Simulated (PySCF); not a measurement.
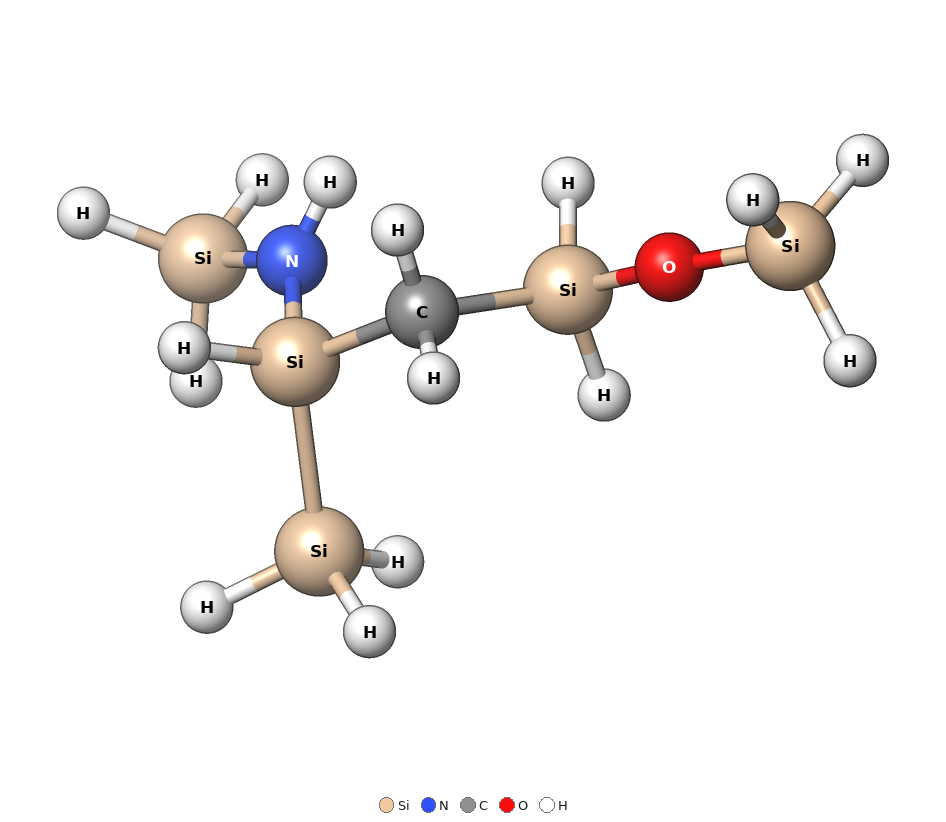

The computed structure is the end point of a GFN2-xTB optimisation. No frequency run is at hand to confirm it as a minimum. Properties computed with PBE0/pcSseg-1, gas phase (PySCF 2.14.0).

What is the dipole moment?

Answer. 1.20 D.

What is the HOMO energy (Kohn–Sham orbital)?

Answer. −7.28 eV.

Estimate the LUMO energy (Kohn–Sham orbital).

Answer. −0.37 eV.

The geometry is semi-empirical. Around Si such bond lengths and angles can be off by a tenth of an ångström or more and by several degrees, and values that hang on the shape move with them.
